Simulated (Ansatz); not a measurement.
**CH₉N₂Si (charge +1): density, localisation and related maps**

Input

```
crystal:
  periodic: [false, false, false]
  atoms:
    - {symbol: C, position_ang: [-0.058330, 1.642882, 0.620881]}
    - {symbol: N, position_ang: [-0.830582, 1.222064, -0.610758]}
    - {symbol: "N", position_ang: [1.431545, -0.263659, -1.809819]}
    - {symbol: Si, position_ang: [-0.215241, -0.448351, -1.430393]}
    - {symbol: H, position_ang: [1.009263, 1.717200, 0.349137]}
    - {symbol: H, position_ang: [-0.426660, 2.617607, 0.987294]}
    - {symbol: H, position_ang: [-0.191021, 0.873549, 1.402465]}
    - {symbol: H, position_ang: [-0.778196, 1.976008, -1.320560]}
    - {symbol: H, position_ang: [-1.839645, 1.142208, -0.382163]}
    - {symbol: H, position_ang: [2.184551, -0.622823, -1.216373]}
    - {symbol: H, position_ang: [1.766507, -0.000171, -2.740941]}
    - {symbol: H, position_ang: [-1.116428, -0.491128, -2.609331]}
    - {symbol: H, position_ang: [-0.475115, -1.381593, -0.306542]}
basis:
  gaussian: {orbitals: def2-TZVPD}
total_charge: 1
hamiltonian: {xc: pbe0}
output: {forces: true, orbitals: {seedname: orbitals}}
```

Run with:

```sh
ansatz run input.yaml --threads 2 --pin off --max-ram 4350MiB --events-out events.jsonl --progress --plain --runs-dir runs
```

Geometry: BLYP-D3(BJ)/def2-SVP.

The calculation used isolated molecule in a Gaussian basis; Kohn-Sham density functional theory, functional PBE0 in Ansatz 0.2.0.

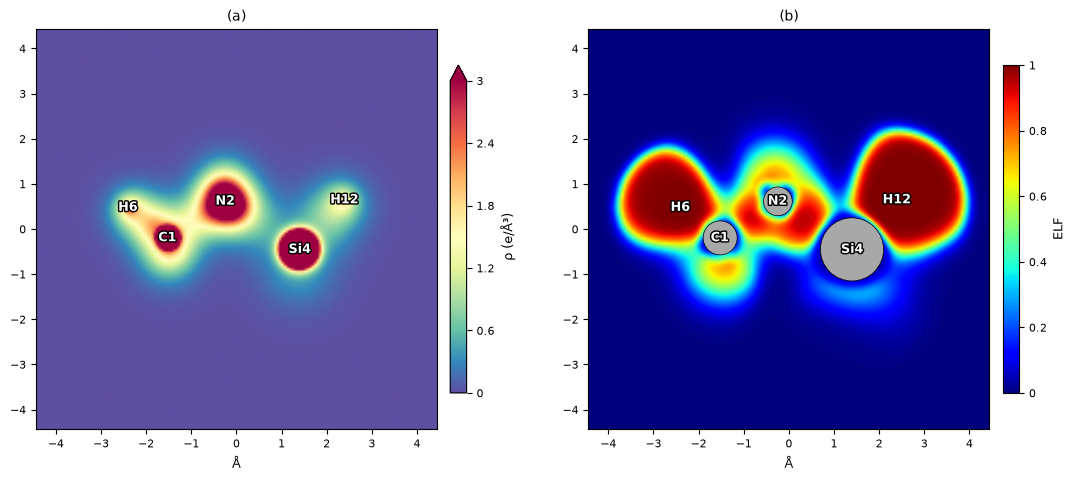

Figure 1. (a) electron density; (b) ELF on the plane of atoms N2, C1 and H6. Grey discs cover the atomic cores in the ELF map.

> What does the map show?

- The section cuts through C, N, Si and H sites.
- C–N (1.51 Å): the density is about 1.7 e/Å³ at the midpoint; the ELF peaks at about 0.95 between the atoms (a covalent bond).
- Si–N (1.96 Å): ρ is about 0.73 e/Å³ halfway; the ELF peaks at about 0.95 between the atoms (a shared but strongly polarised pair).
- C–H (1.10 Å): the density is about 2 e/Å³ at the midpoint; the ELF climbs to about 1 towards the hydrogen, as it does in any bond to H (an ordinary covalent bond to hydrogen).
- Si–H (1.48 Å): ρ is about 0.85 e/Å³ halfway; the ELF climbs to about 1 towards the hydrogen.

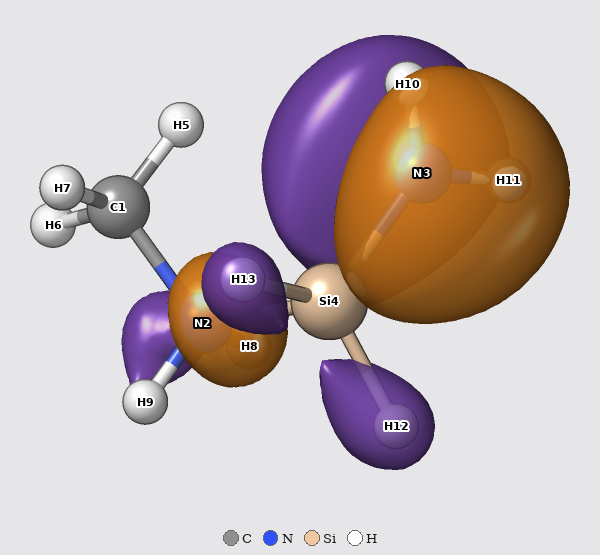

Figure 2. The HOMO at ±0.08 Å⁻³ᐟ² (orange and purple are the two phases), seen at a tilt.

> Describe this orbital and give its energy.

It lies mainly on N3 (about 70 %) and Si4 (about 15 %); largely a lone pair of N3. Its energy is −12.67 eV.

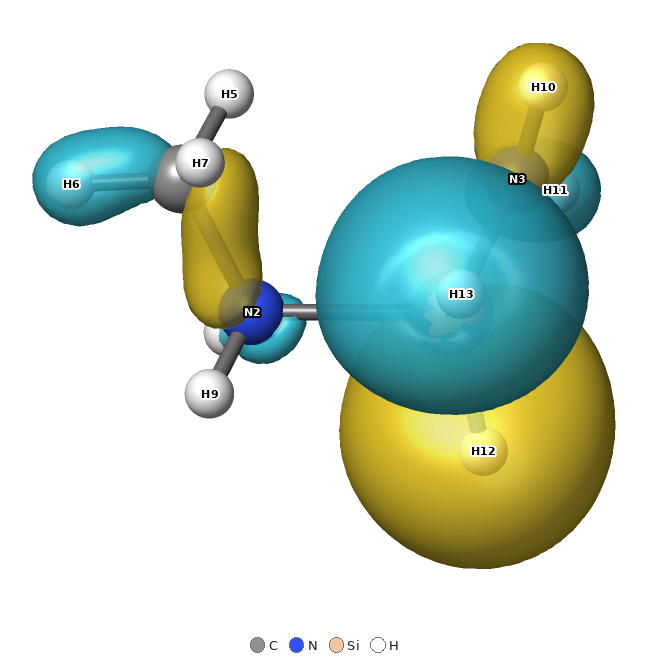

Figure 3. The HOMO−1 at ±0.08 Å⁻³ᐟ² (yellow and cyan are the two phases), seen at a tilt.

> Where does this orbital lie, and at what energy?

Its weight (Hirshfeld) is mainly on Si4 (about 40 %), H12 (about 25 %) and H13 (about 25 %). Its energy is −14.81 eV.
